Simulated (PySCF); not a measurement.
**C2H7FSi2 (SMILES C=C[SiH2][SiH2]F) at 6 levels**

We compute a comparison of 6 runs (HF/STO-3G, HF/def2-SVP, PBE/6-31G*, B3LYP/6-31G*, BP86/pcseg-1, B2PLYP/6-311+G**) of C2H7FSi2. Input form: a Python script.

The results are computed with PySCF 2.14.0.

## Step 1: The system as given

The species is C2H7FSi2 (12 atoms), meant as a singlet with charge 0. SMILES: `C=C[SiH2][SiH2]F`. The coordinates come from a PBE0-D4/def2-TZVP relaxation. This is one conformer, not always the lowest.

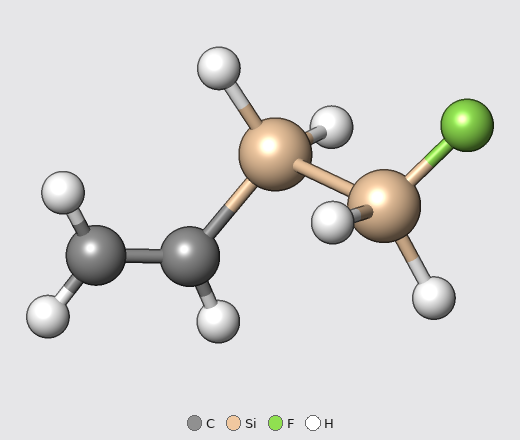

The structure, seen from a chosen angle (carbon grey, silicon light orange, fluorine green, hydrogen white).

## Step 2: Energy and forces at HF/STO-3G (run 1)

start.xyz reads:

```xyz
12

C      0.166600    -0.032000     2.306400
C     -0.586900     0.217400     1.238400
Si     0.085700     0.918200    -0.350200
Si     0.017300    -0.772500    -1.975700
F      0.445300    -0.199600    -3.416200
H     -0.244900    -0.463900     3.214500
H      1.229900     0.189800     2.321500
H     -1.647000    -0.027200     1.289300
H     -0.732900     2.073400    -0.812400
H      1.488900     1.365400    -0.133600
H      0.950500    -1.879600    -1.636500
H     -1.354500    -1.334400    -2.106000
```

job.py reads:

```python
from pyscf import gto

mol = gto.Mole()
mol.atom = 'start.xyz'
mol.basis = 'sto-3g'
mol.max_memory = 1860
mol.verbose = 4
mol.spin = 0
mol.build()

calc0 = mol.RHF()
calc0.conv_tol = 1e-10
calc0.kernel()
if not calc0.converged:
    calc0 = calc0.newton().run(calc0.mo_coeff, calc0.mo_occ)

etot = calc0.e_tot
print('Final energy', etot)
grad = calc0.nuc_grad_method().kernel()
calc0.analyze()
```

The run is started by

```console
$ OMP_NUM_THREADS=1 python job.py
```

The log of the run:

```text
PySCF version 2.14.0

[... 80 lines left out ...]
Total Energy =                        -748.114774145532692
[... 4 lines left out ...]
DFT Exchange-Correlation Energy =      -64.146958618712915
[... 6 lines left out ...]
MO #5   energy= -10.982906018719   occ= 2
[... 4 lines left out ...]
MO #10  energy= -4.00602121960031  occ= 2
[... 4 lines left out ...]
MO #15  energy= -0.97411701930974  occ= 2
[... 4 lines left out ...]
MO #20  energy= -0.506502940331628 occ= 2
[... 4 lines left out ...]
MO #25  energy= -0.390086265643022 occ= 2
[... 4 lines left out ...]
MO #30  energy= 0.405609256062782  occ= 0
[... 4 lines left out ...]
MO #35  energy= 0.594462031370445  occ= 0
[... 4 lines left out ...]
MO #40  energy= 1.01325138511261   occ= 0
[... 16 lines left out ...]
pop of  2 Si 2py          1.99888
pop of  2 Si 2pz          1.99894
pop of  2 Si 3px          0.77982
pop of  2 Si 3py          0.81871
pop of  2 Si 3pz          0.78614
pop of  3 Si 1s           2.00000
pop of  3 Si 2s           1.99986
pop of  3 Si 3s           1.15281
pop of  3 Si 2px          1.99895
pop of  3 Si 2py          1.99899
pop of  3 Si 2pz          1.99924
pop of  3 Si 3px          0.78815
pop of  3 Si 3py          0.81307
pop of  3 Si 3pz          0.67852
pop of  4 F 1s            1.99996
pop of  4 F 2s            1.89159
pop of  4 F 2px           1.92121
pop of  4 F 2py           1.89637
pop of  4 F 2pz           1.56062
pop of  5 H 1s            0.96905
pop of  6 H 1s            0.97197
pop of  7 H 1s            0.97398
pop of  8 H 1s            1.13799
pop of  9 H 1s            1.13871
pop of  10 H 1s           1.15258
pop of  11 H 1s           1.15327
 ** Mulliken atomic charges  **
charge of    0C =     -0.08136
charge of    1C =     -0.18501
charge of    2Si =      0.46328
charge of    3Si =      0.57041
charge of    4F =     -0.26976
charge of    5H =      0.03095
charge of    6H =      0.02803
charge of    7H =      0.02602
charge of    8H =     -0.13799
charge of    9H =     -0.13871
charge of   10H =     -0.15258
charge of   11H =     -0.15327
Dipole moment(X, Y, Z, Debye): -0.28798, -0.09950,  0.86900
```

Wall time 2.1 s (1 thread of Arm Neoverse V2, shared host); peak memory 0.12 GiB.

## Step 3: Energy and gradient at HF/def2-SVP (run 2)

input.xyz reads:

```xyz
12
C2H7FSi2
C      0.166600    -0.032000     2.306400
C     -0.586900     0.217400     1.238400
Si     0.085700     0.918200    -0.350200
Si     0.017300    -0.772500    -1.975700
F      0.445300    -0.199600    -3.416200
H     -0.244900    -0.463900     3.214500
H      1.229900     0.189800     2.321500
H     -1.647000    -0.027200     1.289300
H     -0.732900     2.073400    -0.812400
H      1.488900     1.365400    -0.133600
H      0.950500    -1.879600    -1.636500
H     -1.354500    -1.334400    -2.106000
```

job.py reads:

```python
# C=C[SiH2][SiH2]F
import pyscf.grad
from pyscf import gto

molecule = gto.M(
    atom='input.xyz',
    max_memory=1860,
    basis='def2-svp',
    verbose=4,
)

mf = molecule.RHF()
mf.conv_tol = 1e-10
mf.kernel()
if not mf.converged:
    mf = mf.newton().run(mf.mo_coeff, mf.mo_occ)

energy = mf.e_tot
print('E(%s) = %.9f' % ('HF', energy))
grad = mf.Gradients().kernel()
mf.analyze()
```

The run is started by

```console
$ OMP_NUM_THREADS=1 python job.py
```

The log of the run:

```text
PySCF version 2.14.0

[... 92 lines left out ...]
MO #3   energy= -26.2681311207975  occ= 2
[... 10 lines left out ...]
MO #14  energy= -1.54966421779989  occ= 2
[... 10 lines left out ...]
MO #25  energy= -0.473369290005606 occ= 2
[... 10 lines left out ...]
MO #36  energy= 0.243135313400811  occ= 0
[... 10 lines left out ...]
MO #47  energy= 0.572497617221209  occ= 0
[... 10 lines left out ...]
MO #58  energy= 0.793747072615874  occ= 0
[... 10 lines left out ...]
MO #69  energy= 1.13096818326265   occ= 0
[... 10 lines left out ...]
MO #80  energy= 1.74255484953899   occ= 0
[... 10 lines left out ...]
MO #91  energy= 2.08244647316385   occ= 0
[... 10 lines left out ...]
MO #102 energy= 2.62581396884373   occ= 0
[... 10 lines left out ...]
MO #113 energy= 3.95059893034848   occ= 0
[... 89 lines left out ...]
pop of  6 H 2pz           0.00010
pop of  7 H 1s            0.89303
pop of  7 H 2s            0.00910
pop of  7 H 2px           0.00176
pop of  7 H 2py           0.00024
pop of  7 H 2pz           0.00009
pop of  8 H 1s            1.12230
pop of  8 H 2s            0.00269
pop of  8 H 2px           0.00136
pop of  8 H 2py           0.00275
pop of  8 H 2pz           0.00044
pop of  9 H 1s            1.12229
pop of  9 H 2s            0.00228
pop of  9 H 2px           0.00380
pop of  9 H 2py           0.00051
pop of  9 H 2pz           0.00016
pop of  10 H 1s           1.13949
pop of  10 H 2s           0.00289
pop of  10 H 2px          0.00213
pop of  10 H 2py          0.00283
pop of  10 H 2pz          0.00026
pop of  11 H 1s           1.14137
pop of  11 H 2s           0.00278
pop of  11 H 2px          0.00422
pop of  11 H 2py          0.00077
pop of  11 H 2pz          0.00022
 ** Mulliken atomic charges  **
charge of    0C =     -0.14604
charge of    1C =     -0.34973
charge of    2Si =      0.48792
charge of    3Si =      0.82580
charge of    4F =     -0.54437
charge of    5H =      0.09528
charge of    6H =      0.09089
charge of    7H =      0.09579
charge of    8H =     -0.12954
charge of    9H =     -0.12903
charge of   10H =     -0.14762
charge of   11H =     -0.14936
Dipole moment(X, Y, Z, Debye): -0.42433, -0.47497,  2.40497
```

It took 9 s on 1 thread of Arm Neoverse V2, shared host; peak memory 0.28 GiB.

Runs 3 to 5 aren't shown in full; the table further down has their settings and results.

## Step 4: The energy at B2PLYP/6-311+G(d,p) (run 6)

run.py reads:

```python
from pyscf import gto, dft, mp

molecule = gto.M(
    atom='''
C      0.314828    -0.060471     4.358464
C     -1.109080     0.410826     2.340237
Si     0.161950     1.735147    -0.661782
Si     0.032692    -1.459813    -3.733532
F      0.841495    -0.377189    -6.455682
H     -0.462794    -0.876644     6.074525
H      2.324174     0.358670     4.386999
H     -3.112379    -0.051401     2.436424
H     -1.384980     3.918158    -1.535214
H      2.813613     2.580232    -0.252467
H      1.796185    -3.551929    -3.092537
H     -2.559634    -2.521651    -3.979763
''',
    max_memory=1860,
    basis='6-311+g**',
    verbose=3,
    unit='bohr',
)

mf = dft.RKS(molecule)
mf.xc = '0.53*HF + 0.47*B88, 0.73*LYP'
mf.conv_tol = 1e-10
mf.grids.level = 5
mf.kernel()
if not mf.converged:
    mf = mf.newton().run(mf.mo_coeff, mf.mo_occ)

pt = mp.MP2(mf, frozen=13).run()
etot = mf.e_tot + 0.27 * pt.e_corr
print('PT2 part  %.8f' % (0.27 * pt.e_corr))
print('Final energy', etot)
dip = mf.dip_moment()
pop, q = mf.mulliken_pop()
```

The run is started by

```console
$ OMP_NUM_THREADS=1 python run.py
```

The log of the run:

```text
converged SCF energy = -758.699446045983
[... 3 lines left out ...]
Final energy -758.9279155149019
Dipole moment(X, Y, Z, Debye): -0.48189, -0.45468,  2.37373
[... 142 lines left out ...]
pop of  7 H 2px           0.01537
pop of  7 H 2py           0.00583
pop of  7 H 2pz           0.00485
pop of  8 H 1s            0.24640
pop of  8 H 2s            0.59068
pop of  8 H 3s            0.28274
pop of  8 H 2px           0.00348
pop of  8 H 2py           0.00669
pop of  8 H 2pz           0.00167
pop of  9 H 1s            0.24669
pop of  9 H 2s            0.59284
pop of  9 H 3s            0.28644
pop of  9 H 2px           0.00929
pop of  9 H 2py           0.00166
pop of  9 H 2pz           0.00088
pop of  10 H 1s           0.24862
pop of  10 H 2s           0.60230
pop of  10 H 3s           0.28110
pop of  10 H 2px          0.00453
pop of  10 H 2py          0.00649
pop of  10 H 2pz          0.00093
pop of  11 H 1s           0.24869
pop of  11 H 2s           0.60256
pop of  11 H 3s           0.28321
pop of  11 H 2px          0.00919
pop of  11 H 2py          0.00226
pop of  11 H 2pz          0.00044
 ** Mulliken atomic charges  **
charge of    0C =     -0.33094
charge of    1C =     -0.28402
charge of    2Si =      0.48708
charge of    3Si =      0.56611
charge of    4F =     -0.30474
charge of    5H =      0.13881
charge of    6H =      0.13070
charge of    7H =      0.15678
charge of    8H =     -0.13165
charge of    9H =     -0.13779
charge of   10H =     -0.14397
charge of   11H =     -0.14636
```

Wall time 68 s (1 thread of Arm Neoverse V2, shared host); peak memory 1.4 GiB.

## Step 5: The series

```csv
run,level,integration grid,Cartesian functions,energy (Eh),dipole moment (D),HOMO energy (eV),LUMO energy (eV),wall time
1,HF/STO-3G,–,no,-748.114774,0.92,-7.78,8.25,2.1 s
2,HF/def2-SVP,–,no,-756.822768,2.49,-10.19,2.85,9 s
3,PBE/6-31G* (spherical functions),5,no,-758.710234,2.02,-6.35,-1.49,42 s
4,B3LYP/6-31G* (Cartesian functions),5,yes,-759.279187,2.12,-7.26,-0.75,44 s
5,BP86/pcseg-1,5,no,-759.271570,2.16,-6.73,-1.88,57 s
6,B2PLYP/6-311+G**,5,no,-758.927916,2.46,-8.67,0.17,68 s
```

## Step 6: What came out

| quantity | value |
| --- | --- |
| run 6: total energy | -758.92792 Eh |
| run 6: dipole moment (SCF part) | 2.46 D |
| run 6: HOMO energy (SCF part's orbitals) | -8.67 eV |
| run 6: LUMO energy (SCF part's orbitals) | 0.17 eV |
| run 6: HOMO–LUMO gap (SCF part's orbitals) | 8.84 eV |

What this shows: The dipole moment (its size) runs from 0.92 D (HF/STO-3G) to 2.49 D (HF/def2-SVP). The HOMO–LUMO gap runs from 4.85 eV (BP86/pcseg-1) to 16.03 eV (HF/STO-3G). The two ends differ in method and basis. Totals of different functionals can't be ranked against each other. In run 1 the basis is minimal, so the values are rough. All runs together took 3.7 min, the longest 68 s.
